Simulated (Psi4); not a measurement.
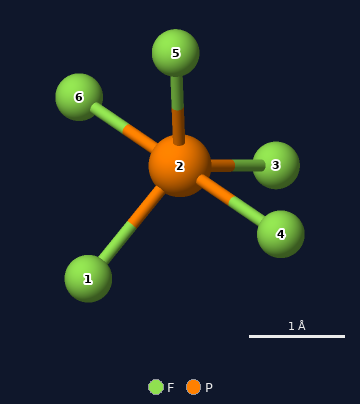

**Figure 1.** The structure (ball-and-stick view, seen at a tilt; atoms are numbered from 1 in the order of the input). Bond lengths as drawn: F–P 1.54 to 1.58 Å.

# PF5: single-point calculation

System: PF5.
Method: B3LYP/6-31G*, RKS (Psi4 1.11).

The geometry comes from this level: PBE0-D4/def2-TZVP.

Output
```
Psi4 1.11 release

   => Loading Basis Set <=

    Name: 6-31G*
    Role: ORBITAL
    Keyword: BASIS

         ---------------------------------------------------------
                                   SCF
                              RKS Reference
                        1 Threads,   2098 MiB Core
         ---------------------------------------------------------

  ==> Geometry <==

    Molecular point group: c1
    Full point group: C1

    Geometry (in Angstrom), charge = 0, multiplicity = 1:

       Center              X                  Y                   Z               Mass
    ------------   -----------------  -----------------  -----------------  -----------------
         F           -0.029730000000    -1.188601508219     0.981751508219    18.998403162730
         P            0.000000000000    -0.000001508219     0.000001508219    30.973761998420
         F           -1.313890000000     0.531258491781    -0.607418491781    18.998403162730
         F            0.153700000000    -1.003061508219    -1.209738491781    18.998403162730
         F            1.343610000000     0.657348491781    -0.374338491781    18.998403162730
         F           -0.153690000000     1.003058491781     1.209741508219    18.998403162730

  Running in c1 symmetry.

  Rotational constants: A =      0.12440  B =      0.10375  C =      0.10375 [cm^-1]
  Rotational constants: A =   3729.55711  B =   3110.27357  C =   3110.24630 [MHz]
  Nuclear repulsion =  407.732982452715078

  Charge       = 0
  Multiplicity = 1
  Electrons    = 60
  Nalpha       = 30
  Nbeta        = 30

  ==> Algorithm <==

  SCF Algorithm Type is PK.
  DIIS enabled.
  MOM disabled.
  Fractional occupation disabled.
  Guess Type is SAD.
  Energy threshold   = 1.00e-09
  Density threshold  = 1.00e-08
  Integral threshold = 1.00e-12

  ==> Primary Basis <==

  Basis Set: 6-31G*
    Blend: 6-31G*
    Number of shells: 38
    Number of basis functions: 88
    Number of Cartesian functions: 94
    Spherical Harmonics?: true
    Max angular momentum: 2

  ==> DFT Potential <==

   => LibXC <=

    Version 7.1.2

   => Composite Functional: B3LYP <=

    B3LYP Hyb-GGA Exchange-Correlation Functional

    Deriv               =              1
    GGA                 =           TRUE
    Meta                =          FALSE

    Exchange Hybrid     =           TRUE
    MP2 Hybrid          =          FALSE

   => Exchange Functionals <=

    0.0800   Slater exchange
    0.7200         Becke 88

   => Exact (HF) Exchange <=

    0.2000               HF

   => Correlation Functionals <=

    0.1900   Vosko, Wilk & Nusair (VWN5_RPA)
    0.8100   Lee, Yang & Parr

   => LibXC Density Thresholds  <==

    XC_HYB_GGA_XC_B3LYP:  1.00E-15

   => Molecular Quadrature <=

    Radial Scheme          =       TREUTLER
    Pruning Scheme         =           NONE
    Nuclear Scheme         =       TREUTLER

    Blocking Scheme        =         OCTREE
    BS radius alpha        =              1
    Pruning alpha          =              1
    Radial Points          =             99
    Spherical Points       =            590
    Total Points           =         335239
    Total Blocks           =           2484
    Max Points             =            256
    Max Functions          =             85
    Weights Tolerance      =       1.00E-15

  ==> Integral Setup <==

  Using in-core PK algorithm.
   Calculation information:
      Number of atoms:                   6
      Number of AO shells:              38
      Number of primitives:            102
      Number of atomic orbitals:        94
      Number of basis functions:        88

      Integral cutoff                 1.00e-12
      Number of threads:                 1

  Performing in-core PK
  Using 15338972 doubles for integral storage.
  We computed 244825 shell quartets total.
  Whereas there are 274911 unique shell quartets.

  ==> DiskJK: Disk-Based J/K Matrices <==

    J tasked:                  Yes
    K tasked:                  Yes
    wK tasked:                  No
    Memory [MiB]:              864
    Schwarz Cutoff:          1E-12

  Cached 100.0% of DFT collocation blocks in 0.692 [GiB].

  Minimum eigenvalue in the overlap matrix is 4.0886585023E-02.
  Reciprocal condition number of the overlap matrix is 1.1392960562E-02.
    Using symmetric orthogonalization.

  ==> Pre-Iterations <==

  SCF Guess: Superposition of Atomic Densities via on-the-fly atomic UHF (no occupation information).

   -------------------------
    Irrep   Nso     Nmo
   -------------------------
     A         88      88
   -------------------------
    Total      88      88
   -------------------------

  ==> Iterations <==

                        Total Energy        Delta E     RMS |[F,P]|

   @RKS iter SAD:  -840.65889109113391   -8.40659e+02   0.00000e+00
   @RKS iter   1:  -840.51566535972120    1.43226e-01   7.90672e-03 ADIIS/DIIS
   @RKS iter   2:  -840.37567213089994    1.39993e-01   1.10742e-02 ADIIS/DIIS
   @RKS iter   3:  -840.66495140745690   -2.89279e-01   3.08208e-04 ADIIS/DIIS
   @RKS iter   4:  -840.66516663233915   -2.15225e-04   1.10499e-04 ADIIS/DIIS
   @RKS iter   5:  -840.66518847210932   -2.18398e-05   6.30175e-05 DIIS
   @RKS iter   6:  -840.66519815720380   -9.68509e-06   2.72972e-06 DIIS
   @RKS iter   7:  -840.66519817545748   -1.82537e-08   1.51117e-07 DIIS
   @RKS iter   8:  -840.66519817553501   -7.75344e-11   2.34624e-08 DIIS
   @RKS iter   9:  -840.66519817553501    0.00000e+00   3.53133e-09 DIIS
  Energy and wave function converged.

  ==> Post-Iterations <==

   Electrons on quadrature grid:
      Ntotal   =   59.9999985437 ; deviation = -1.456e-06

    Orbital Energies [Eh]
    ---------------------

    Doubly Occupied:

       1A    -77.376263     2A    -24.760242     3A    -24.760199
       4A    -24.760197     5A    -24.713262     6A    -24.713213
       7A     -6.815614     8A     -4.980872     9A     -4.980872
      10A     -4.977912    11A     -1.336465    12A     -1.272772
      13A     -1.272768    14A     -1.231711    15A     -1.200485
      16A     -0.711211    17A     -0.611812    18A     -0.611811
      19A     -0.595835    20A     -0.533528    21A     -0.533526
      22A     -0.516965    23A     -0.516963    24A     -0.490225
      25A     -0.475415    26A     -0.454681    27A     -0.435658
      28A     -0.435657    29A     -0.411953    30A     -0.411952

    Virtual:

      31A      0.025765    32A      0.097342    33A      0.097346
      34A      0.203640    35A      0.232426    36A      0.290712
      37A      0.290714    38A      0.344778    39A      0.554689
      40A      0.554692    41A      0.821516    42A      0.821526
      43A      0.986186    44A      1.067088    45A      1.067090
      46A      1.139634    47A      1.139637    48A      1.169429
      49A      1.174259    50A      1.180570    51A      1.191971
      52A      1.191974    53A      1.229121    54A      1.341236
      55A      1.341239    56A      1.390844    57A      1.390845
      58A      1.487688    59A      1.557055    60A      1.650874
      61A      1.650879    62A      1.686080    63A      1.686081
      64A      1.687667    65A      1.757906    66A      1.774140
      67A      1.774142    68A      1.814993    69A      1.814995
      70A      1.829143    71A      1.829144    72A      1.886395
      73A      1.899980    74A      2.024798    75A      2.024805
      76A      2.036264    77A      2.037283    78A      2.072713
      79A      2.072721    80A      2.153054    81A      2.153055
      82A      2.221777    83A      2.221789    84A      2.668928
      85A      2.697309    86A      2.962519    87A      2.962535
      88A      3.062043

    Final Occupation by Irrep:
              A
    DOCC [    30 ]
    NA   [    30 ]
    NB   [    30 ]

  @RKS Final Energy:  -840.66519817553501

   => Energetics <=

    Nuclear Repulsion Energy =            407.7329824527150777
    One-Electron Energy =               -1979.1845283382087928
    Two-Electron Energy =                 792.0520094095295462
    DFT Exchange-Correlation Energy =     -61.2656616995708774
    Empirical Dispersion Energy =           0.0000000000000000
    VV10 Nonlocal Energy =                  0.0000000000000000
    Total Energy =                       -840.6651981755350107

Computation Completed

Properties will be evaluated at   0.000000,   0.000000,   0.000000 [a0]

Properties computed using the SCF density matrix

 Multipole Moments:

 ------------------------------------------------------------------------------------
     Multipole            Electronic (a.u.)      Nuclear  (a.u.)        Total (a.u.)
 ------------------------------------------------------------------------------------

 L = 1.  Multiply by 2.5417464519 to convert [e a0] to [Debye]
 Dipole X            :         -0.0000062           -0.0000000           -0.0000062
 Dipole Y            :         -0.0000101           -0.0000009           -0.0000110
 Dipole Z            :          0.0000099            0.0000009            0.0000109
 Magnitude           :                                                    0.0000167

 ------------------------------------------------------------------------------------

	total time  =         11 seconds =       0.18 minutes

Properties will be evaluated at   0.000000,   0.000000,   0.000000 [a0]

Properties computed using the B3LYP density matrix

 Multipole Moments:

 ------------------------------------------------------------------------------------
     Multipole            Electronic (a.u.)      Nuclear  (a.u.)        Total (a.u.)
 ------------------------------------------------------------------------------------

 L = 1.  Multiply by 2.5417464519 to convert [e a0] to [Debye]
 Dipole X            :         -0.0000062           -0.0000000           -0.0000062
 Dipole Y            :         -0.0000101           -0.0000009           -0.0000110
 Dipole Z            :          0.0000099            0.0000009            0.0000109
 Magnitude           :                                                    0.0000167

 ------------------------------------------------------------------------------------
  Mulliken Charges: (a.u.)
   Center  Symbol    Alpha    Beta     Spin     Total
       1     F     4.64294  4.64294  0.00000 -0.28588
       2     P     6.72545  6.72545  0.00000  1.54909
       3     F     4.64294  4.64294  0.00000 -0.28588
       4     F     4.67286  4.67286  0.00000 -0.34572
       5     F     4.64294  4.64294  0.00000 -0.28589
       6     F     4.67286  4.67286  0.00000 -0.34572

   Total alpha = 30.00000, Total beta = 30.00000, Total charge = -0.00000

  Mayer Bond Indices:

  Irrep: 1 Size: 6 x 6

                 1                   2                   3                   4                   5

    1     0.00000000000000     1.04811001153519     0.01219888469835     0.02050511659597     0.01219871580513
    2     1.04811001153519     0.00000000000000     1.04810618379250     0.94771161392161     1.04809824425011
    3     0.01219888469835     1.04810618379250     0.00000000000000     0.02050543996700     0.01219881472663
    4     0.02050511659597     0.94771161392161     0.02050543996700     0.00000000000000     0.02050693040353
    5     0.01219871580513     1.04809824425011     0.01219881472663     0.02050693040353     0.00000000000000
    6     0.02050524072501     0.94771250118734     0.02050523753102     0.00170481688791     0.02050681391977

                 6

    1     0.02050524072501
    2     0.94771250118734
    3     0.02050523753102
    4     0.00170481688791
    5     0.02050681391977
    6     0.00000000000000

  Atomic Valences:

 #  #
 Irrep: 1
      1:    1.113517969359647
      2:    5.039738554686750
      3:    1.113514560715504
      4:    1.010933917776023
      5:    1.113509519105174
      6:    1.010934610251054

    Psi4 run time: 0:00:11.00
```

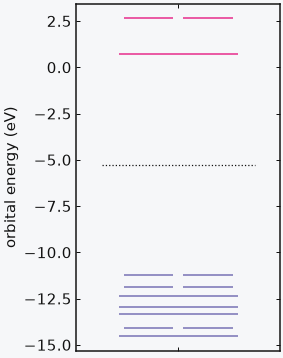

**Figure 2.** Orbital energies near the frontier; the dotted line parts filled from empty levels, and levels within 0.02 eV of each other stand side by side. Highest filled −11.21 eV, lowest empty 0.70 eV, 11.91 eV apart.

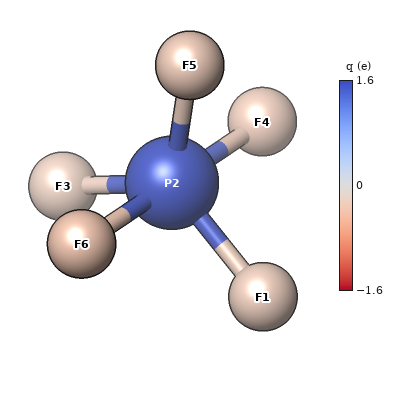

**Figure 3.** Mulliken charges, as the colour of each atom (ball-and-stick view, seen at a tilt; atoms are numbered from 1 in the order of the input; Mulliken charges depend strongly on the basis). By element: F −0.35 to −0.29 and P +1.55 e.

This output came from the following input.

The input (job.in)
```
memory 2200 MB

molecule m {
  0 1
  F     -0.029730    -1.188600     0.981750
  P      0.000000     0.000000     0.000000
  F     -1.313890     0.531260    -0.607420
  F      0.153700    -1.003060    -1.209740
  F      1.343610     0.657350    -0.374340
  F     -0.153690     1.003060     1.209740
  units angstrom
  symmetry c1
}

set globals {
  basis                6-31G*
  puream               true
  e_convergence        1e-09
  d_convergence        1e-08
  scf_type             pk
  dft_radial_points    99
  dft_spherical_points 590
}

energy_value, wavefunction = energy("b3lyp", return_wfn=True)
oeprop(wavefunction, "DIPOLE", "MAYER_INDICES", "MULLIKEN_CHARGES", title="B3LYP")
```

Command:
```bash
psi4 job.in job.out -n 1
```

Results in brief

```json
{"quantity": "outcome", "value": "converged"}
{"quantity": "total energy", "value": "−840.665198 hartree"}
{"quantity": "basis functions", "value": "88"}
{"quantity": "HOMO", "value": "−11.21 eV"}
{"quantity": "LUMO", "value": "0.70 eV"}
{"quantity": "dipole moment", "value": "0.00 D"}
{"quantity": "hardware", "value": "1 thread of Intel Xeon @ 2.50GHz (Skylake/Cascade Lake), 32 GiB of memory available, shared host"}
{"quantity": "wall time", "value": "13 s"}
{"quantity": "peak memory", "value": "1 GiB"}
```
